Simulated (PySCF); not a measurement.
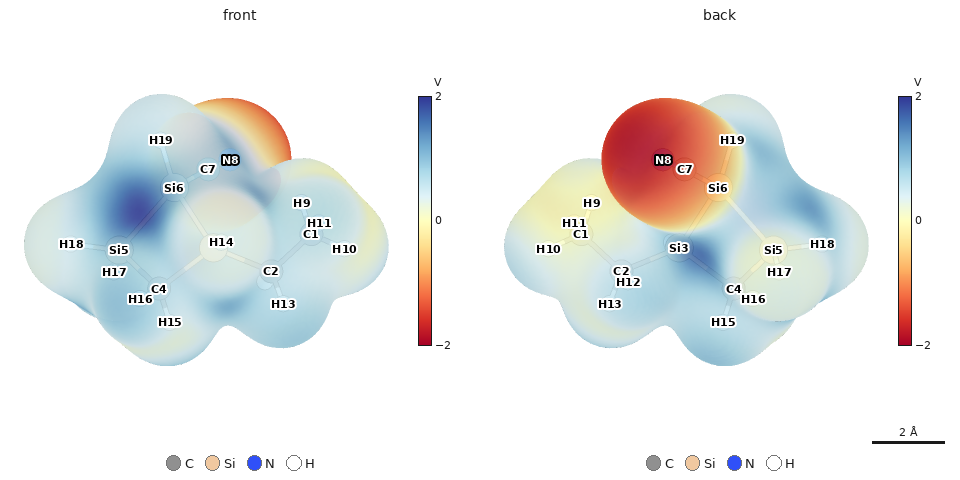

C4H11NSi3. The electrostatic potential painted on the density surface at 0.002 e/bohr³, seen from the front and from behind; the colour scale runs from red (negative) to blue (positive).

Geometry: GFN2-xTB.

Method: PBE0/pcSseg-1, SCF density, gas phase, non-relativistic (PySCF 2.14.0).

```yaml
atoms:
  - { symbol: C, position_ang: [2.4709, 0.9985, -0.5494] }
  - { symbol: C, position_ang: [1.6605, -0.2880, -0.6448] }
  - { symbol: Si, position_ang: [0.4236, -0.4673, 0.7931] }
  - { symbol: C, position_ang: [-0.8764, -1.8649, 0.4672] }
  - { symbol: Si, position_ang: [-2.5525, -0.9253, 0.2561] }
  - { symbol: Si, position_ang: [-1.3790, 1.0471, 0.7533] }
  - { symbol: C, position_ang: [-1.2710, 2.2728, -0.6482] }
  - { symbol: N, position_ang: [-1.1730, 2.9948, -1.5353] }
  - { symbol: H, position_ang: [1.8166, 1.8667, -0.6011] }
  - { symbol: H, position_ang: [3.1893, 1.0678, -1.3644] }
  - { symbol: H, position_ang: [3.0191, 1.0400, 0.3897] }
  - { symbol: H, position_ang: [1.1206, -0.2961, -1.5935] }
  - { symbol: H, position_ang: [2.3419, -1.1409, -0.6680] }
  - { symbol: H, position_ang: [1.1874, -0.6911, 2.0341] }
  - { symbol: H, position_ang: [-0.6311, -2.4733, -0.4022] }
  - { symbol: H, position_ang: [-0.9190, -2.5635, 1.3017] }
  - { symbol: H, position_ang: [-3.1270, -1.1205, -1.0783] }
  - { symbol: H, position_ang: [-3.5577, -1.3876, 1.2207] }
  - { symbol: H, position_ang: [-1.7528, 1.9400, 1.8619] }
```

> Which sites attract a positive test charge, and which a negative one?

A positive charge is drawn to the negative regions and a negative charge to the positive ones. The most negative region (about −1.9 V, or −44 kcal/mol for a unit charge) lies over N8, the most positive (about +1.8 V, or +42 kcal/mol for a unit charge) over Si3, Si5 and Si6. N8 is the likeliest acceptor of a hydrogen bond.

> How polar is the molecule by this calculation?

Its dipole moment is 4.08 D.
